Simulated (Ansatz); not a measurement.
```yaml
atoms:
  - { symbol: Si, position_ang: [-0.6455, 0.9954, -1.1354] }
  - { symbol: Si, position_ang: [0.1122, -0.8602, 0.0552] }
  - { symbol: B, position_ang: [0.5828, -0.8648, 1.9042] }
  - { symbol: O, position_ang: [1.5300, -0.4833, 1.0438] }
  - { symbol: H, position_ang: [-1.9673, 0.6652, -1.7334] }
  - { symbol: H, position_ang: [-0.7998, 2.1437, -0.2055] }
  - { symbol: H, position_ang: [0.2940, 1.3654, -2.2278] }
  - { symbol: H, position_ang: [0.3981, -2.0373, -0.8074] }
  - { symbol: H, position_ang: [0.5840, -0.9704, 3.0890] }
```

Geometry: PBE0-D4/def2-TZVP.

Method: RKS PBE0-D4/def2-TZVPP in Ansatz 0.2.0.

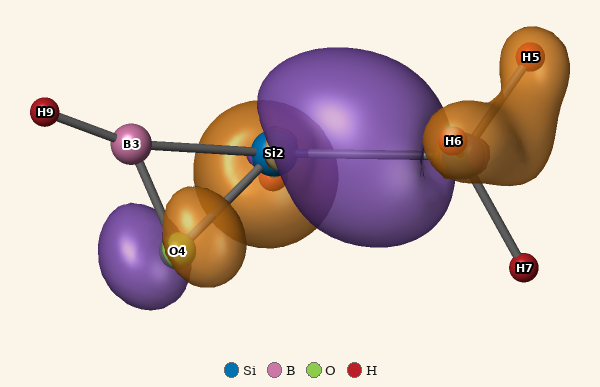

BH5OSi2 (SMILES [SiH3][SiH]1BO1). The HOMO−1 at ±0.15 Å⁻³ᐟ² (orange and purple are the two phases), seen from one side.

Where does this orbital lie, and at what energy?

Answer. It lies mainly on Si2 (about 30 %), Si1 (about 30 %), H8 (about 15 %) and O4 (about 10 %). Its energy is −8.54 eV.
